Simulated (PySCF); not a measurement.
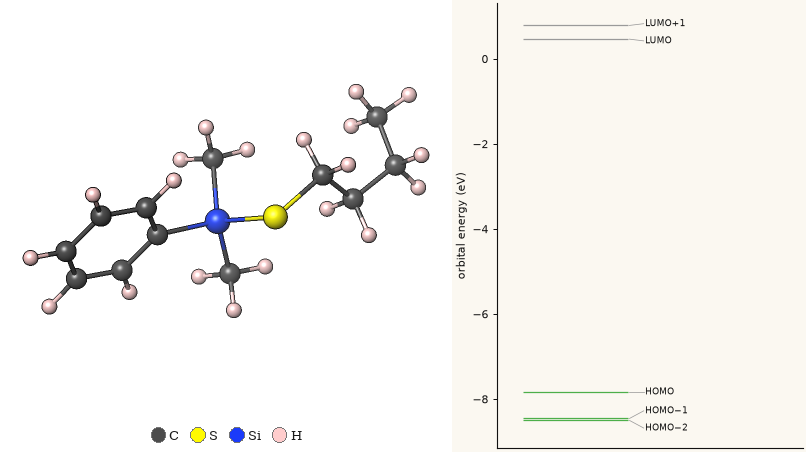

C₁₂H₂₀SSi, SMILES CCCCS[Si](C)(C)c1ccccc1. Kohn-Sham orbital energies near the frontier, CAM-B3LYP/def2-SVPD, PySCF 2.14.0, at a PBE0-D3(BJ)/def2-SVP geometry (no frequency check), isolated molecule; empty levels in grey, levels within 0.03 eV side by side.

### Where do the frontier orbitals lie?

HOMO at −7.83 eV, LUMO at 0.46 eV, 8.30 eV apart.

### How far below the HOMO does the next level lie?

0.62 eV.

### List the levels.

```tsv
orbital	energy (eV)
LUMO+1	0.78
LUMO	0.46
HOMO	−7.83
HOMO−1	−8.46
HOMO−2	−8.50
```

Note: one conformer of a flexible molecule; empty levels above zero depend strongly on the basis.
